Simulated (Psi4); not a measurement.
## Excited-state calculation, with input and output: C2HN

- system: C2HN, multiplicity 3, SMILES C#C[N]
- method: TDA (PBE0)/LANL2DZ, UKS, DKH2 (Psi4 1.11)

The geometry comes from this level: GFN2-xTB.

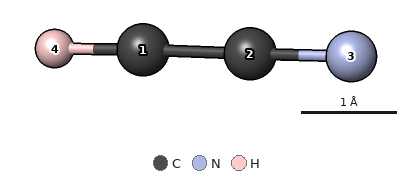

*The input geometry (ball-and-stick view, seen at a tilt; atoms are numbered from 1 in the order of the input).*

Bond lengths as drawn: C–C 1.27 Å, C–H 1.05 Å and C–N 1.20 Å.

Input file (input.in)
```
memory 1600 MB

molecule {
  0 3
  C     -0.395460     0.475640    -0.264250
  C      0.356060    -0.419630     0.235850
  N      1.073050    -1.260060     0.699440
  H     -1.033650     1.204050    -0.671050
  symmetry c1
}

set basis LANL2DZ
set reference uks
set scf_type df
set tdscf_states 3
set tdscf_tda true
set relativistic dkh
set dkh_order 2

result = energy("td-pbe0")
```

Run on 1 thread of Intel Xeon (Sapphire Rapids), 64 GiB of memory available, shared host.

Launched with:
```bash
psi4 -i input.in -o input.out -n 1
```

Log
```
Psi4 1.11 release

Relativistic analytic gradients are not implemented yet, re-routing to finite differences.

   => Loading Basis Set <=

    Name: LANL2DZ
    Role: ORBITAL
    Keyword: BASIS

         ---------------------------------------------------------
                                   SCF
                              UKS Reference
                        1 Threads,   1525 MiB Core
         ---------------------------------------------------------

  ==> Geometry <==

    Molecular point group: c1
    Full point group: C1

    Geometry (in Angstrom), charge = 0, multiplicity = 3:

       Center              X                  Y                   Z               Mass
    ------------   -----------------  -----------------  -----------------  -----------------
         C           -0.741810905761     0.879607149928    -0.489243766115    12.000000000000
         C            0.009709094239    -0.015662850072     0.010856233885    12.000000000000
         N            0.726699094239    -0.856092850072     0.474446233885    14.003074004430
         H           -1.380000905761     1.608017149928    -0.896043766115     1.007825032230

  Running in c1 symmetry.

  Rotational constants: A =  32393.66686  B =      0.37537  C =      0.37537 [cm^-1]
  Rotational constants: A = 971137701.18829  B =  11253.29139  C =  11253.18501 [MHz]
  Nuclear repulsion =   47.978613917410698

  Charge       = 0
  Multiplicity = 3
  Electrons    = 20
  Nalpha       = 11
  Nbeta        = 9

  ==> Algorithm <==

  SCF Algorithm Type is DF.
  DIIS enabled.
  MOM disabled.
  Fractional occupation disabled.
  Guess Type is SAD.
  Energy threshold   = 1.00e-06
  Density threshold  = 1.00e-06
  Integral threshold = 1.00e-12

  ==> Primary Basis <==

  Basis Set: LANL2DZ
    Blend: LANL2DZ
    Number of shells: 17
    Number of basis functions: 29
    Number of Cartesian functions: 29
    Spherical Harmonics?: false
    Max angular momentum: 1

  ==> DFT Potential <==

   => LibXC <=

    Version 7.1.2

   => Composite Functional: PBE0 <=

    PBE0 Hyb-GGA Exchange-Correlation Functional

    Deriv               =              1
    GGA                 =           TRUE
    Meta                =          FALSE

    Exchange Hybrid     =           TRUE
    MP2 Hybrid          =          FALSE

   => Exchange Functionals <=

    0.7500   Perdew, Burke & Ernzerhof

   => Exact (HF) Exchange <=

    0.2500               HF

   => Correlation Functionals <=

    1.0000   Perdew, Burke & Ernzerhof

   => LibXC Density Thresholds  <==

    XC_HYB_GGA_XC_PBEH:  1.00E-15

   => Molecular Quadrature <=

    Radial Scheme          =       TREUTLER
    Pruning Scheme         =           NONE
    Nuclear Scheme         =       TREUTLER

    Blocking Scheme        =         OCTREE
    BS radius alpha        =              1
    Pruning alpha          =              1
    Radial Points          =             75
    Spherical Points       =            302
    Total Points           =          86608
    Total Blocks           =            708
    Max Points             =            255
    Max Functions          =             29
    Weights Tolerance      =       1.00E-15

   => Loading Basis Set <=

    Name: (LANL2DZ AUX)
    Role: JKFIT
    Keyword: DF_BASIS_SCF

   => Loading Basis Set <=

    Name: (LANL2DZ AUX)
    Role: DECON
    Keyword: BASIS_RELATIVISTIC

  ==> Integral Setup <==

  DFHelper Memory: AOs need 0.003 GiB; user supplied 1.049 GiB.
  SCF_SUBTYPE=INCORE selected. In-core MEM_DF algorithm will be used.
  Using in-core AOs.

  ==> MemDFJK: Density-Fitted J/K Matrices <==

    J tasked:                   Yes
    K tasked:                   Yes
    wK tasked:                   No
    Memory [MiB]:              1074
    Algorithm:                 Core
    Schwarz Cutoff:           1E-12
    Mask sparsity (%):       0.0000
    Fitting Condition:        1E-10

   => Auxiliary Basis Set <=

  Basis Set: (LANL2DZ AUX)
    Blend: DEF2-UNIVERSAL-JKFIT
    Number of shells: 81
    Number of basis functions: 291
    Number of Cartesian functions: 291
    Spherical Harmonics?: false
    Max angular momentum: 4

  Cached 100.0% of DFT collocation blocks in 0.069 [GiB].

    Computing 2-order Douglas-Kroll-Hess integrals.
    Adding Douglas-Kroll-Hess corrections to the potential integrals.
  Minimum eigenvalue in the overlap matrix is 4.7741667307E-03.
  Reciprocal condition number of the overlap matrix is 1.2024190052E-03.
    Using symmetric orthogonalization.

  ==> Pre-Iterations <==

  SCF Guess: Superposition of Atomic Densities via on-the-fly atomic UHF (no occupation information).

   -------------------------
    Irrep   Nso     Nmo
   -------------------------
     A         29      29
   -------------------------
    Total      29      29
   -------------------------

  ==> Iterations <==

                           Total Energy        Delta E     RMS |[F,P]|

   @DF-UKS iter SAD:  -130.69620501198006   -1.30696e+02   0.00000e+00
   @DF-UKS iter   1:  -131.19486690821299   -4.98662e-01   1.22306e-02 ADIIS/DIIS
   @DF-UKS iter   2:  -131.15084039176014    4.40265e-02   1.65861e-02 ADIIS/DIIS
   @DF-UKS iter   3:  -131.26339638211482   -1.12556e-01   7.20875e-03 ADIIS/DIIS
   @DF-UKS iter   4:  -131.28799462909362   -2.45982e-02   1.36975e-03 ADIIS/DIIS
   @DF-UKS iter   5:  -131.28912980931122   -1.13518e-03   8.41692e-04 ADIIS/DIIS
   @DF-UKS iter   6:  -131.28956067492851   -4.30866e-04   1.45457e-04 ADIIS/DIIS
   @DF-UKS iter   7:  -131.28959642541258   -3.57505e-05   2.08979e-05 DIIS
   @DF-UKS iter   8:  -131.28959732660812   -9.01196e-07   1.01936e-05 DIIS
   @DF-UKS iter   9:  -131.28959753746719   -2.10859e-07   2.38578e-06 DIIS
   @DF-UKS iter  10:  -131.28959754885003   -1.13828e-08   1.95642e-07 DIIS
  Energy and wave function converged.

  ==> Post-Iterations <==

   Electrons on quadrature grid:
      Nalpha   =   11.0000000123 ; deviation = 1.228e-08
      Nbeta    =    9.0000000115 ; deviation = 1.151e-08
      Ntotal   =   20.0000000238 ; deviation = 2.379e-08

   @Spin Contamination Metric:   7.141277646E-02
   @S^2 Expected:                2.000000000E+00
   @S^2 Observed:                2.071412776E+00
   @S   Expected:                1.000000000E+00
   @S   Observed:                1.000000000E+00

    Orbital Energies [Eh]
    ---------------------

    Alpha Occupied:

       1A    -14.469930     2A    -10.330822     3A    -10.314862
       4A     -0.998176     5A     -0.827004     6A     -0.605033
       7A     -0.442218     8A     -0.442217     9A     -0.418793
      10A     -0.294614    11A     -0.294594

    Alpha Virtual:

      12A      0.072701    13A      0.072802    14A      0.099558
      15A      0.175609    16A      0.278784    17A      0.278796
      18A      0.305200    19A      0.369558    20A      0.385339
      21A      0.385365    22A      0.516382    23A      0.586273
      24A      0.612309    25A      0.612408    26A      1.000712
      27A      1.073556    28A      1.373698    29A      1.506348

    Beta Occupied:

       1A    -14.446822     2A    -10.323746     3A    -10.306211
       4A     -0.962688     5A     -0.772080     6A     -0.582863
       7A     -0.396424     8A     -0.396421     9A     -0.381902

    Beta Virtual:

      10A     -0.119158    11A     -0.119148    12A      0.112969
      13A      0.113084    14A      0.124221    15A      0.188659
      16A      0.308523    17A      0.308540    18A      0.322811
      19A      0.383887    20A      0.410782    21A      0.410788
      22A      0.525627    23A      0.597052    24A      0.653153
      25A      0.653197    26A      1.028532    27A      1.089208
      28A      1.380112    29A      1.541080

    Final Occupation by Irrep:
              A
    DOCC [     9 ]
    SOCC [     2 ]
    NA   [    11 ]
    NB   [     9 ]

  @DF-UKS Final Energy:  -131.28959754885003

   => Energetics <=

    Nuclear Repulsion Energy =             47.9786139174106978
    One-Electron Energy =                -270.8405934901999217
    Two-Electron Energy =                 105.1199761499692329
    DFT Exchange-Correlation Energy =     -13.5475941260300417
    Empirical Dispersion Energy =           0.0000000000000000
    VV10 Nonlocal Energy =                  0.0000000000000000
    Total Energy =                       -131.2895975488500255

  UHF NO Occupations:
  HONO-2 :    9  A 1.9838147
  HONO-1 :   10  A 1.0000000
  HONO-0 :   11  A 1.0000000
  LUNO+0 :   12  A 0.0161853
  LUNO+1 :   13  A 0.0161805
  LUNO+2 :   14  A 0.0026119
  LUNO+3 :   15  A 0.0005696

Computation Completed

Properties will be evaluated at   0.000000,   0.000000,   0.000000 [a0]

Properties computed using the SCF density matrix

 Multipole Moments:

 ------------------------------------------------------------------------------------
     Multipole            Electronic (a.u.)      Nuclear  (a.u.)        Total (a.u.)
 ------------------------------------------------------------------------------------

 L = 1.  Multiply by 2.5417464519 to convert [e a0] to [Debye]
 Dipole X            :          0.5080648           -1.2958194           -0.7877547
 Dipole Y            :         -0.5941776            1.5099535            0.9157760
 Dipole Z            :          0.3327302           -0.8413917           -0.5086615
 Magnitude           :                                                    1.3107020

 ------------------------------------------------------------------------------------

	total time  =          2 seconds =       0.03 minutes

******************************************************************************************
**********                               WARNING                                **********
**********       The names of excited state variables changed between 1.5       **********
**********     and 1.6. For a quick solution, remove the symmetry specifier     **********
**********   from the variable name. For full details, see 'Notes on Psivars'   **********
**********                        in the documentation.                         **********
******************************************************************************************

         ---------------------------------------------------------
                         TDSCF excitation energies
         ---------------------------------------------------------

  ==> Options <==

     Residual threshold  : 1.0000e-04
     Initial guess       : denominators
     Reference           : UHF
     Solver type         : TDA (Davidson)

  ==> Requested Excitations <==

      3 singlet states with A symmetry

  ==> Seeking the lowest 3 singlet states with A symmetry

                         Generalized Davidson Solver

  ==> Options <==

    Max number of iterations        = 60
    Eigenvector tolerance           = 1.0000e-04
    Max number of expansion vectors = 600

  => Iterations <=
                           Max[D[value]]     Max[|R|]   # vectors
  DavidsonSolver iter   1:   1.84837e-01  5.18436e-02     12
  DavidsonSolver iter   2:   7.92066e-03  1.28374e-02     15
  DavidsonSolver iter   3:   2.12400e-04  2.12485e-03     18
  DavidsonSolver iter   4:   5.98803e-06  4.88484e-04     21
  DavidsonSolver iter   5:   2.17512e-07  1.15314e-04     23
  DavidsonSolver iter   6:   8.90264e-09  1.75544e-05     25      Converged

******************************************************************************************
**********                               WARNING                                **********
**********  Length-gauge rotatory strengths are **NOT** gauge-origin invariant  **********
******************************************************************************************

                                    Excitation Energy         Total Energy        Oscillator Strength             Rotatory Strength
     #   Sym: GS->ES (Trans)        au              eV              au          au (length)    au (velocity)    au (length)    au (velocity)
    ---- -------------------- --------------- --------------- --------------- --------------- --------------- --------------- ---------------
     1        A->A (1 A)       0.17597         4.78847        -131.11362       0.0117          0.0246         -0.0000          0.0000
     2        A->A (1 A)       0.17598         4.78863        -131.11362       0.0117          0.0246         -0.0000          0.0000
     3        A->A (1 A)       0.18338         4.99003        -131.10622       0.0000          0.0000          0.0000          0.0000

Contributing excitations
Only contributions with abs(coeff) > 1.00e-01 will be printed:

Excited State    1 (1 A):   0.17597 au   258.92 nm f = 0.0117
Alpha orbitals:
  Sums of squares: Xssq =  1.382924e-02
      9a (a) ->  12a (a)    0.110183 ( 1.214%)
Beta orbitals:
  Sums of squares: Xssq =  9.861708e-01
      9a (b) ->  10a (b)    0.983545 (96.736%)
      9a (b) ->  12a (b)   -0.127097 ( 1.615%)

Excited State    2 (1 A):   0.17598 au   258.91 nm f = 0.0117
Alpha orbitals:
  Sums of squares: Xssq =  1.382071e-02
      9a (a) ->  13a (a)    0.110225 ( 1.215%)
Beta orbitals:
  Sums of squares: Xssq =  9.861793e-01
      9a (b) ->  11a (b)    0.983572 (96.741%)
      9a (b) ->  13a (b)   -0.127375 ( 1.622%)

Excited State    3 (1 A):   0.18338 au   248.46 nm f = 0.0000
Alpha orbitals:
  Sums of squares: Xssq =  1.501425e-02
Beta orbitals:
  Sums of squares: Xssq =  9.849857e-01
      7a (b) ->  10a (b)   -0.588963 (34.688%)
      7a (b) ->  11a (b)   -0.379091 (14.371%)
      8a (b) ->  10a (b)    0.379521 (14.404%)
      8a (b) ->  11a (b)   -0.588769 (34.665%)

******************************************************************************************
**********                               WARNING                                **********
**********       The names of excited state variables changed between 1.5       **********
**********     and 1.6. For a quick solution, remove the symmetry specifier     **********
**********   from the variable name. For full details, see 'Notes on Psivars'   **********
**********                        in the documentation.                         **********
******************************************************************************************

    Psi4 run time: 0:00:06.90
```

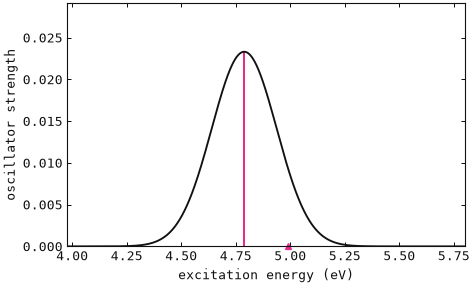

*Computed excitations as sticks (degenerate states added up, dark ones marked on the axis), with a Gaussian envelope of 0.35 eV full width at half maximum, scaled to the tallest.*

Of the 3 states the lowest lies at 4.79 eV (f = 0.012); the strongest line is at 4.79 eV, or 259 nm (f = 0.023, summed over 2 states that lie within 0.004 eV).

Results in brief

```json
{"quantity": "outcome", "value": "converged"}
{"quantity": "total energy", "value": "−131.289598 hartree"}
{"quantity": "basis functions", "value": "29"}
{"quantity": "⟨S²⟩", "value": "2.071"}
{"quantity": "dipole moment", "value": "3.33 D"}
{"quantity": "lowest excitation", "value": "4.79 eV"}
{"quantity": "wall time", "value": "8.1 s"}
{"quantity": "peak memory", "value": "0.27 GiB"}
```
